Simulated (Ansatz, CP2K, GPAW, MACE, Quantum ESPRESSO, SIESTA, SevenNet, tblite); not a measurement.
# Random rock-salt alloy of CaS and PbS (64 atoms): one structure in several programs

Wanted: errors and costs of other methods on random rock-salt alloy of CaS and PbS (64 atoms). A plane-wave run serves as the reference.

Main program and level: Quantum ESPRESSO 7.5; Kohn-Sham DFT, PBE, SSSP efficiency 1.3.0 pseudopotentials, plane waves.

### Step 1. Set-up

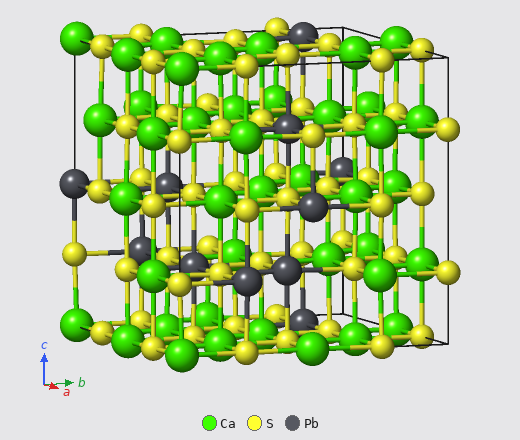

The cell as given, slightly off an axis (calcium green, sulfur yellow, lead dark grey). Some periodic images of atoms are drawn too.

The cell holds 64 atoms: 24 Ca, 32 S and 8 Pb. Its edges and angles: a = 11.503 Å, b = 11.503 Å, c = 11.503 Å, α = 90.0°, β = 90.0°, γ = 90.0°. It derives from CaS (rock-salt), repeated 2×2×2. Rock-salt CaS, 2 x 2 x 2 conventional cells, 8 of 32 Ca sites given to Pb at random (x = 0.250), lattice by Vegard's rule (a = 5.752 Å); not relaxed, displaced by a Gaussian of 0.02 Å. Then every atom was moved at random, 0.02 Å r.m.s. a Cartesian component.

### Step 2. The reference run

Input file pw.in:

```
&control
  calculation = 'scf'
  pseudo_dir = './pseudo'
  outdir = './tmp'
  disk_io = 'none'
  tprnfor = .true.
  tstress = .true.
/
&system
  ibrav = 0
  nat = 64
  ntyp = 3
  ecutwfc = 45
  ecutrho = 360
  nosym = .true.
  occupations = 'smearing'
  smearing = 'fd'
  degauss = 0.003675
/
&electrons
  conv_thr = 3.2e-07
  electron_maxstep = 100
  mixing_beta = 0.2
  mixing_mode = 'local-TF'
  diagonalization = 'david'
/
ATOMIC_SPECIES
Ca 40.078 Ca.upf
S 32.060 S.upf
Pb 207.200 Pb.upf
CELL_PARAMETERS angstrom
11.50300 0.00000 0.00000
0.00000 11.50300 0.00000
0.00000 0.00000 11.50300
ATOMIC_POSITIONS crystal
Ca 0.00158 0.00806 0.00216
S 0.25291 0.00489 0.00109
Pb 0.99820 0.25331 0.24927
S 0.25199 0.25106 0.25080
Ca 0.24725 0.99627 0.25193
S 0.99989 0.99992 0.24963
Ca 0.24738 0.24595 0.99999
S 0.99800 0.24900 0.00108
Pb 0.00367 0.99827 0.49561
S 0.24532 0.99752 0.49532
Ca 0.99657 0.24747 0.75295
S 0.24546 0.25109 0.74767
[... 48 atom lines left out ...]
Pb 0.75322 0.50250 0.74618
S 0.49900 0.50226 0.74654
Ca 0.75174 0.75396 0.50093
S 0.49939 0.74707 0.50079
K_POINTS gamma
```

Launch:

```
OMP_NUM_THREADS=1 mpirun -np 4 pw.x -in pw.in > output.txt
```

Numbers of over 12 decimals in the logs are rounded to 6 here.

Log:

```text
Program PWSCF
     gamma-point specific algorithms are used
     one sub-group per band group will be used
     scalapack distributed-memory algorithm (size of sub-group:  2*  2 procs)
     Parallelization info
     sticks:   dense  smooth     PW     G-vecs:    dense   smooth      PW
     Min        3382    1693    421               296197   104801   13074
     Max        3384    1696    426               296204   104808   13076
     Sum       13533    6777   1693              1184799   419213   52299
     bravais-lattice index     =            0
     lattice parameter (alat)  =      21.7375  a.u.
     unit-cell volume          =   10271.4075 (a.u.)^3
     number of atoms/cell      =           64
     number of atomic types    =            3
[... lines left out ...]
     number of k points=     1  Fermi-Dirac smearing, width (Ry)=  0.0037
[... lines left out ...]
     total energy              =   -9542.29760007 Ry
[... lines left out ...]
     total energy              =   -9541.34131913 Ry
[... lines left out ...]
     total energy              =   -9541.78956095 Ry
[... lines left out ...]
     c_bands:  1 eigenvalues not converged
[... lines left out ...]
     c_bands:  1 eigenvalues not converged
[... lines left out ...]
     total energy              =   -9541.83870547 Ry
[... lines left out ...]
     total energy              =   -9541.83870544 Ry
[... lines left out ...]
   -32.9621 -32.9577 -32.9503 -32.9072 -32.9043 -32.8982 -32.8526 -32.8429
   -32.8384 -32.8070 -32.7997 -32.7850 -32.7467 -32.7362 -32.7065 -32.6391
[...]
11.3258  11.3439  11.3515  11.3713  11.3825  11.3988  11.4244  11.4334
    11.4546  11.4736  11.4987  11.5054  11.5253  11.5357  11.5485  11.5789
    11.5892  11.6201  11.6267  11.6500  11.6643  11.6701
     the Fermi energy is     8.1946 ev
!    total energy              =   -9541.83870526 Ry
     estimated scf accuracy    <       0.00000030 Ry
     smearing contrib. (-TS)   =      -0.00000000 Ry
     internal energy E=F+TS    =   -9541.83870525 Ry
     The total energy is F=E-TS. E is the sum of the following terms:
     one-electron contribution =    -976.50954507 Ry
     hartree contribution      =     728.86904547 Ry
     xc contribution           =    -914.11354309 Ry
     ewald contribution        =   -2552.48260531 Ry
     one-center paw contrib.   =   -5827.60205725 Ry
     convergence has been achieved in  29 iterations
     Forces acting on atoms (cartesian axes, Ry/au):
     atom    1 type  1   force =    -0.00405693   -0.01843562   -0.00623453
     atom    2 type  2   force =    -0.00632475    0.01450109   -0.00339116
     atom    3 type  3   force =     0.00774864   -0.00949697    0.01048136
[...]
atom   63 type  1   force =    -0.00078951   -0.00299102   -0.00296548
     atom   64 type  2   force =     0.00652934    0.00811419    0.00155089
     Total force =     0.160709     Total SCF correction =     0.001391
     Computing stress (Cartesian axis) and pressure
          total   stress  (Ry/bohr**3)                   (kbar)     P=       20.61
   0.00013940  -0.00000025  -0.00000050           20.51       -0.04       -0.07
  -0.00000025   0.00013740  -0.00000003           -0.04       20.21       -0.00
  -0.00000050  -0.00000003   0.00014352           -0.07       -0.00       21.11
     Message from routine punch:
     Nothing written, as per user request (disk_io='none')
```

The job ended after 5.4 min (4 MPI ranks of Arm Neoverse V2, shared host; peak memory 3.5 GiB).

Banners, paths, timers and routine set-up lines are dropped from the logs unmarked, and long logs keep their key lines alone; longer cuts are marked.

Numbers from this run:

```
r.m.s. force component                           : 0.2982 eV/Å
longest force                                    : 1.12 eV/Å
pressure                                         : 2.061 GPa
gap (highest filled to lowest empty level) : 1.903 eV
```

### Step 3. Local order

g(r), total and by pair (bins of 0.2 Å):

```csv
r (Å),total,S-S,S-Ca,S-Pb,Ca-Ca,Ca-Pb,Pb-Pb
2.70,0.35,0.00,0.61,0.92,0.00,0.00,0.00
2.90,6.53,0.00,13.12,12.80,0.00,0.00,0.00
3.10,0.00,0.00,0.00,0.00,0.00,0.00,0.00
3.30,0.00,0.00,0.00,0.00,0.00,0.00,0.00
3.50,0.00,0.00,0.00,0.00,0.00,0.00,0.00
3.70,0.00,0.00,0.00,0.00,0.00,0.00,0.00
3.90,0.51,0.97,0.00,0.00,1.07,0.60,3.60
4.10,6.36,12.78,0.00,0.00,12.41,13.88,7.97
4.30,0.00,0.00,0.00,0.00,0.00,0.00,0.00
4.50,0.00,0.00,0.00,0.00,0.00,0.00,0.00
4.70,0.00,0.00,0.00,0.00,0.00,0.00,0.00
4.90,2.12,0.00,4.33,3.94,0.00,0.00,0.00
5.10,0.93,0.00,1.78,2.15,0.00,0.00,0.00
5.30,0.00,0.00,0.00,0.00,0.00,0.00,0.00
5.50,0.01,0.00,0.00,0.00,0.07,0.00,0.00
5.70,1.46,3.02,0.00,0.00,3.00,2.60,2.88
5.90,0.24,0.42,0.00,0.00,0.37,0.83,0.56
6.10,0.00,0.00,0.00,0.00,0.00,0.00,0.00
6.30,1.36,0.00,2.65,2.98,0.00,0.00,0.00
6.50,4.13,0.00,8.33,8.04,0.00,0.00,0.00
6.70,0.00,0.00,0.00,0.00,0.00,0.00,0.00
6.90,0.67,1.09,0.00,0.00,1.43,1.82,1.56
7.10,3.91,8.08,0.00,0.00,7.90,6.85,9.14
7.30,0.00,0.00,0.00,0.00,0.00,0.00,0.00
7.50,0.00,0.00,0.00,0.00,0.00,0.00,0.00
7.70,0.00,0.00,0.00,0.00,0.00,0.00,0.00
7.90,0.00,0.00,0.00,0.00,0.00,0.00,0.00
```

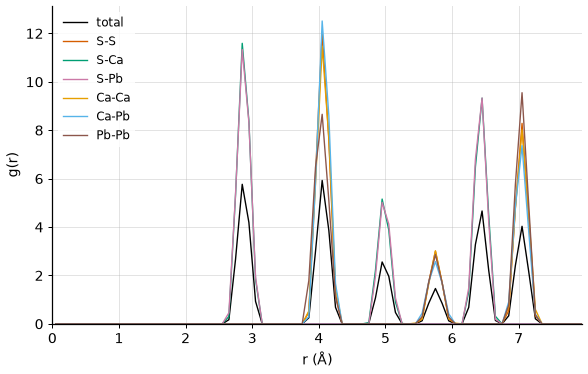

Pair distribution functions, lightly smoothed.

Bonds by pair of elements; cutoffs follow the first minimum of g(r), held within bounds set by covalent radii, and pairs that aren't listed don't count as bonded:

```csv
pair A-B,cutoff (Å),bonds,mean length (Å),spread (Å),shortest (Å),B about A,A about B
S-Ca,3.33,144,2.88,0.042,2.77,4.5,6
S-Pb,3.33,48,2.87,0.043,2.78,1.5,6
```

How many atoms have how many bonded neighbours:

```csv
element,mean,6
Ca,6,24
Pb,6,8
S,6,32
```

### Step 4. What was run beside it

The programs:
- CP2K 2026.2: Gaussian basis with GTH pseudopotentials and a plane-wave density; labels give functional, basis (MOLOPT sets; SR short-range, UZH the newer set with its own potentials), grid cutoff/relative cutoff and solver (OT: orbital transformation; TRS4, TC2, SIGN: linear-scaling purification with its sparsity filter), or its built-in tight binding.
- GPAW 26.7.0: PAW with atomic orbitals (LCAO), plane waves or a real-space grid of spacing h.
- MACE: machine-learned potential, published weights.
- Quantum ESPRESSO 7.5: plane waves; labels (QE) give functional, pseudopotential set and cutoffs of waves/density.
- SIESTA 5.4.2: numerical atomic orbitals, whose automatically made sets are far from complete, with PseudoDojo norm-conserving potentials that we converted to its format (checked against plane waves on the same files for H, C, O, Si, Ge and Ca alone); labels give functional, basis size, energy shift and mesh cutoff.
- SevenNet: machine-learned potential, published weights.
- tblite 0.8.0: extended tight binding, driven from Python.

All use the same cell and atoms; the electronic-structure runs use the same k-mesh, and an electronic temperature of 580 K (0.05 eV) where levels are smeared.

Differences are against the plane-wave reference, forces as r.m.s. over components; share is that over the reference's r.m.s. force, slope the least-squares factor from reference forces to these. Total energies of different programs have different zeros and aren't compared.

```csv
run,"Δ force, r.m.s. (meV/Å)",share (%),slope,Δ pressure (GPa),Δ gap (eV),cores,CPU time,memory (GiB)
reference,-,-,-,-,-,4,22 min,3.5
"CP2K LDA, DZVP-MOLOPT-SR, 600/50 Ry, diagonalisation",69.5,23.3,0.804,-4.32,-0.0502,2,2.5 min,3.8
"CP2K PBE+D3(BJ), DZVP-MOLOPT-SR, 600/50 Ry, diagonalisation",16.4,5.51,0.992,-1.77,0.0682,2,3.7 min,4.0
"CP2K PBE, DZVP-MOLOPT-SR, 210/50 Ry, diagonalisation (coarse)",15.9,5.32,0.990,0.543,0.0682,2,2.2 min,1.2
"CP2K PBE, DZVP-MOLOPT-SR, 600/20 Ry, diagonalisation (coarse)",18.0,6.03,0.970,0.505,0.0686,2,2.6 min,4.0
"CP2K PBE, DZVP-MOLOPT-SR, 600/50 Ry, diagonalisation",16.2,5.43,0.992,0.545,0.0682,2,3.7 min,4.0
"CP2K PBE, DZVP-MOLOPT-SR, 840/50 Ry, diagonalisation",16.2,5.42,0.992,0.545,0.0682,4,5.1 min,8.8
"CP2K PBE, SZV-MOLOPT-SR, 600/50 Ry, diagonalisation (coarse)",397,133,0.172,3.08,-1.08,1,3.1 min,3.8
"CP2K PBE, TZV2P-MOLOPT (SR for Ca, Pb), 600/50 Ry, diagonalisation",13.3,4.47,0.986,0.273,0.0988,4,6.9 min,6.5
"CP2K PBE, TZVP-UZH, 600/50 Ry, diagonalisation",16.7,5.59,1.051,0.595,0.0689,4,4.1 min,5.9
"CP2K PBEsol, PBE potentials, DZVP-MOLOPT-SR, 600/50 Ry, diagonalisation",11.5,3.86,1.003,-1.25,-0.0379,2,3.3 min,4.0
"GPAW PBE, LCAO dzp, h 0.2 Å",27.3,9.15,1.048,-,0.0106,1,4 min,1.7
"GPAW PBE, LCAO dzp, h 0.2 Å, other mixer settings",27.1,9.10,1.050,-,0.0106,1,6.2 min,1.6
"GPAW PBE, LCAO dzp, h 0.28 Å (coarse)",35.9,12.0,1.034,-,0.0124,1,1.8 min,0.85
"GPAW PBE, LCAO szp(dzp), h 0.2 Å (coarse)",30.6,10.3,1.069,-,0.227,1,2.7 min,1.6
"GPAW revPBE, LCAO dzp, h 0.2 Å",30.0,10.1,1.060,-,0.0647,1,4.1 min,1.7
MACE MP-0b2 small potential,57.9,19.4,0.864,-0.158,-,1,5.3 s,0.67
MACE MP-0b3 medium potential,43.4,14.6,0.917,-0.380,-,1,6.4 s,0.75
"QE PBE, sssp-1.3.0-efficiency, 45/360 Ry, rmm-davidson",0.3,0.101,1.000,0.0057,0,4,19 min,3.6
"SIESTA PBE, DZ, shift 0.01 Ry, mesh 300 Ry (coarse)",158,53.1,1.339,0.614,0.538,1,55 s,0.61
"SIESTA PBE, DZP, shift 0.01 Ry, mesh 150 Ry (coarse)",124,41.6,0.932,3.92,0.214,1,65 s,0.55
"SIESTA PBE, DZP, shift 0.01 Ry, mesh 300 Ry",124,41.6,0.932,3.92,0.215,1,2.3 min,0.97
"SIESTA PBE, SZ, shift 0.01 Ry, mesh 300 Ry (coarse)",193,64.7,1.455,0.842,0.138,1,46 s,0.52
"SIESTA PBE, SZP, shift 0.01 Ry, mesh 300 Ry (coarse)",129,43.2,0.941,4.62,0.234,1,1.8 min,0.87
SevenNet l3i5 potential,48.2,16.2,1.044,0.221,-,1,7.5 s,0.97
tblite IPEA1-xTB,149,49.9,0.693,-10.3,-,1,4.1 s,0.13
```

Rows marked coarse were listed beforehand as settings not expected to be converged; some can still land near the reference.

Times of the machine-learned potentials are mostly Python's start and the loading of weights.

CPU time is summed over cores on a shared host, where runs went side by side, so it is rough. Symmetry, cutoffs, thresholds, outputs and thread counts weren't matched or tuned between programs; memory under MPI is the largest rank's times the ranks.

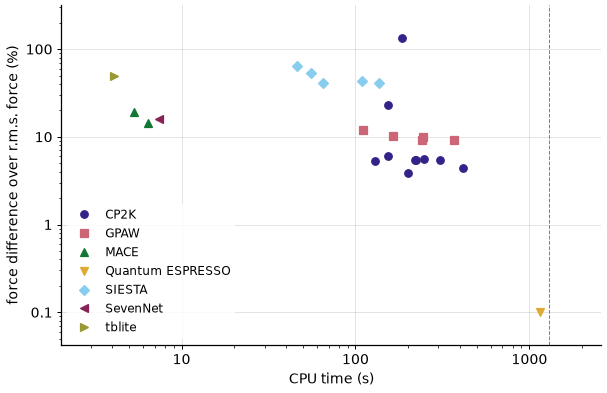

Force difference against CPU time; the dashed line marks the reference's time.

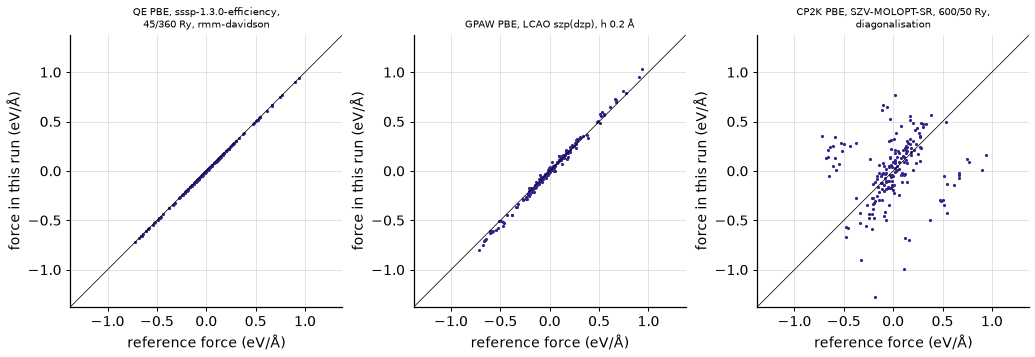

Force components against those of the reference; the line marks equality.

Left out of the table, since they converged to an unphysical state: CP2K GFN1-xTB, diagonalisation (forces off by up to 2.8 eV/Å).

Runs without a result: tblite GFN2-xTB (not converged).

Mean charges by element (e), by run and scheme:

```csv
run,scheme,Ca,S,Pb
"CP2K LDA, DZVP-MOLOPT-SR, 600/50 Ry, diagonalisation",Mulliken,+0.52,-0.48,+0.36
"CP2K PBE+D3(BJ), DZVP-MOLOPT-SR, 600/50 Ry, diagonalisation",Mulliken,+0.59,-0.58,+0.54
"CP2K PBE, DZVP-MOLOPT-SR, 600/50 Ry, diagonalisation",Mulliken,+0.59,-0.58,+0.54
"CP2K PBE, DZVP-MOLOPT-SR, 840/50 Ry, diagonalisation",Mulliken,+0.59,-0.58,+0.54
"CP2K PBE, TZV2P-MOLOPT (SR for Ca, Pb), 600/50 Ry, diagonalisation",Mulliken,+1.31,-1.19,+0.81
"CP2K PBE, TZVP-UZH, 600/50 Ry, diagonalisation",Mulliken,+1.03,-1.00,+0.90
"CP2K PBEsol, PBE potentials, DZVP-MOLOPT-SR, 600/50 Ry, diagonalisation",Mulliken,+0.54,-0.53,+0.51
"SIESTA PBE, DZP, shift 0.01 Ry, mesh 300 Ry",Hirshfeld,+0.25,-0.26,+0.31
tblite IPEA1-xTB,Mulliken,+0.40,-0.40,+0.41
```

Within one program, basis, potentials and functional, energies share a zero. Each run against its twin at the usual cutoff or grid and solver:

```csv
run,twin,Δ energy (meV/atom),"Δ force, r.m.s. (meV/Å)",CPU time over the twin's
"CP2K PBE, DZVP-MOLOPT-SR, 210/50 Ry, diagonalisation","DZVP-MOLOPT-SR, 600/50 Ry, diagonalisation",0.0789,5.27,0.58
"CP2K PBE, DZVP-MOLOPT-SR, 600/20 Ry, diagonalisation","DZVP-MOLOPT-SR, 600/50 Ry, diagonalisation",0.998,16.4,0.69
"CP2K PBE, DZVP-MOLOPT-SR, 840/50 Ry, diagonalisation","DZVP-MOLOPT-SR, 600/50 Ry, diagonalisation",-1.0e-4,0.059,1.4 (this twin ran on 2 cores)
"GPAW PBE, LCAO dzp, h 0.2 Å, other mixer settings","LCAO dzp, h 0.2 Å",1.0e-4,2.40,1.5
"GPAW PBE, LCAO dzp, h 0.28 Å","LCAO dzp, h 0.2 Å",213,39.0,0.46
"QE PBE, sssp-1.3.0-efficiency, 45/360 Ry, rmm-davidson","sssp-1.3.0-efficiency, 45/360 Ry",0,0.3,0.88
"SIESTA PBE, DZP, shift 0.01 Ry, mesh 150 Ry","DZP, shift 0.01 Ry, mesh 300 Ry",-0.485,3.68,0.48
```

### Step 5. Results

| Quantity | Value |
| --- | --- |
| reference r.m.s. force component | 0.298 eV/Å |
| nearest in forces | QE PBE, sssp-1.3.0-efficiency, 45/360 Ry, rmm-davidson, 0.10 % |
| farthest in forces | CP2K PBE, SZV-MOLOPT-SR, 600/50 Ry, diagonalisation (coarse), 133 % |
| cheapest electronic-structure run beside the reference | tblite IPEA1-xTB, 4.1 s of CPU time |

**Reading.** With the reference's own potentials and cutoffs, another solver or threshold moves forces by 0.10 % (QE PBE, sssp-1.3.0-efficiency, 45/360 Ry, rmm-davidson). The PBE runs in local orbitals, coarse settings apart, differ by 4.5 % (CP2K PBE, TZV2P-MOLOPT (SR for Ca, Pb), 600/50 Ry, diagonalisation) to 42 % (SIESTA PBE, DZP, shift 0.01 Ry, mesh 300 Ry); basis, grid and potentials can all enter. Tight binding differs by 50 % (tblite IPEA1-xTB); it is another model, with fitted parameters of its own, and the xTB methods hold dispersion. Machine-learned potentials differ by 15 % (MACE MP-0b3 medium potential) to 19 % (MACE MP-0b2 small potential); they were trained on other programs' data. Rows with another functional or a dispersion term differ by 3.9 % (CP2K PBEsol, PBE potentials, DZVP-MOLOPT-SR, 600/50 Ry, diagonalisation) to 23 % (CP2K LDA, DZVP-MOLOPT-SR, 600/50 Ry, diagonalisation), which mixes the change of model with differences of basis and potentials, some of them made for another functional. IPEA1-xTB was fitted to ionisation energies and electron affinities, not to forces or charges. Runs with settings chosen to be coarse differ by 5.3 % (CP2K PBE, DZVP-MOLOPT-SR, 210/50 Ry, diagonalisation) to 133 % (CP2K PBE, SZV-MOLOPT-SR, 600/50 Ry, diagonalisation), their programs' other errors included. Of the electronic-structure runs that take under half the reference's CPU time, CP2K PBEsol, PBE potentials, DZVP-MOLOPT-SR, 600/50 Ry, diagonalisation comes nearest, at 3.9 % in 3.3 min against 22 min. At the same functional, gaps differ from the reference's 1.90 eV by between -1.08 and +0.54 eV. A likely cause of the wide gaps: compact atomic orbitals describe empty levels worse than filled ones. These are spacings on the run's k-points, which needn't hold the band edges. In pressure, SIESTA PBE, SZP, shift 0.01 Ry, mesh 300 Ry misses by +4.6 GPa, at the same functional. Charges hang on model, scheme and program or settings: among these rows the mean for Ca runs from +0.25 to +1.31 e. In the reference: filled and empty levels are parted by 1.90 eV on the run's k-points; the mesh holds the band edges only if they fold onto it, so the gap at this level can be narrower or closed. In the reference: first main peaks of g(r), for some of the pairs, lie near 4.07 Å (S-S), 2.88 Å (S-Ca), 2.87 Å (S-Pb), 4.06 Å (Ca-Ca), 4.07 Å (Ca-Pb) and 4.05 Å (Pb-Pb). Periodic xTB results under one method name differ between programs and library versions. The potentials hold different valence shells: 544 electrons in the reference, 464 in CP2K with TZVP-UZH; this bears on time and differences. The reference's pressure holds the uncorrected Pulay stress of its 45 Ry basis, so small pressure differences, and their order, may be the reference's own error. Machine-learned potentials mimic data converged in k, so the reference's own k-point error enters their differences. The host structure and its lattice constant were typed by rule, without a check against the phase diagram. The reference's pressure of 2.1 GPa belongs to a cell and atoms that aren't relaxed at this level. The electronic-structure runs sample only Γ, in a cell whose shortest periodic width is 12 Å. Spin–orbit coupling is left out, which matters for the levels of the heavy elements.

[Also dropped from logs without a mark: logging warnings of Python, and SIESTA's first energy breakdown and zero terms.]

[Logs are printed without paths, hosts, clocks, repeated set-up lines and the standing remarks that a program may print on its own settings, such as how far it seeks lower states.]

[Hosts, paths, dates, database ids (printed as entryN), source tags and the programs' standing remarks are cut or masked in the printed files.]
